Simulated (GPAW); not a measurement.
# Surface energy and work function of Li(100) from slabs of 4 to 14 layers (PBE)

How do energy and work function of Li(100) films settle with thickness, and what surface energy follows?

How it was computed: GPAW 26.7.0, plane waves at 450 eV with PAW setups; symmetric 1×1 slabs cut at the tabulated lattice constant (two decimals; low-temperature values for the alkali metals), atoms at bulk places, 7.5 Å of vacuum on each side, one in-plane mesh for all thicknesses, Fermi-Dirac smearing of 0.1 eV. Energies are extrapolated to zero smearing and count from the program's reference atoms. Functional PBE. The cell's area is 12.180 Å².

The runs, one held back:

| layers | energy (eV) | work function (eV) |
| --- | --- | --- |
| 4 | −6.8909 | 3.09 |
| 5 | −8.7881 | 2.96 |
| 6 | −10.6938 | 3.03 |
| 7 | −12.5849 | 3.03 |
| 8 | −14.4902 | 2.99 |
| 9 | −16.3852 | 3.04 |
| 10 | −18.2849 | 3.00 |
| 11 | −20.1849 | 3.01 |
| 12 | −22.0800 | 3.02 |
| 14 | ? | ? |

**Question.** What surface energy do these runs give, and what energy and work function should the 14-layer slab have?

**Working.** A slab of n layers has E(n) = nε + 2Aγ once its middle is bulk-like. A line through n = 6 to 12 has the slope ε = −1.8983 eV a layer and the intercept 2Aγ = 0.6987 eV (r.m.s. residual 2.4 meV). So γ = 0.6987 / (2 × 12.180 Å²) = 0.0287 eV/Å² = 0.46 J/m², with a standard error of under 0.01 J/m² from the scatter about the line. For 14 layers: 0.6987 + 14 × (−1.8983) = −25.878 eV; the run gives −25.880 eV, 1.8 meV under the line. The work function has no such law: from 6 to 12 layers it moves between 2.99 and 3.04 eV (mean 3.02), and the 14-layer slab gives 3.02 eV. The thinnest slab, 4 layers, lies +0.07 eV from that mean. The values go up and down with thickness, as expected where levels confined across the film cross the Fermi level one by one.

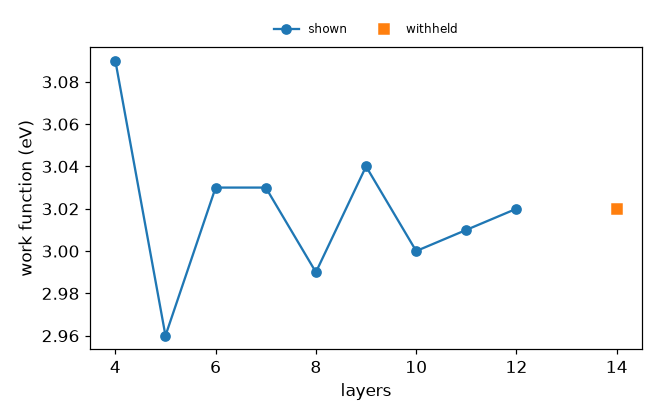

Work function against thickness.

**Limits.** The surfaces are unrelaxed, so γ is an upper bound for this functional and lattice constant. The tabulated lattice constant isn't the functional's own, which strains the slab a little.
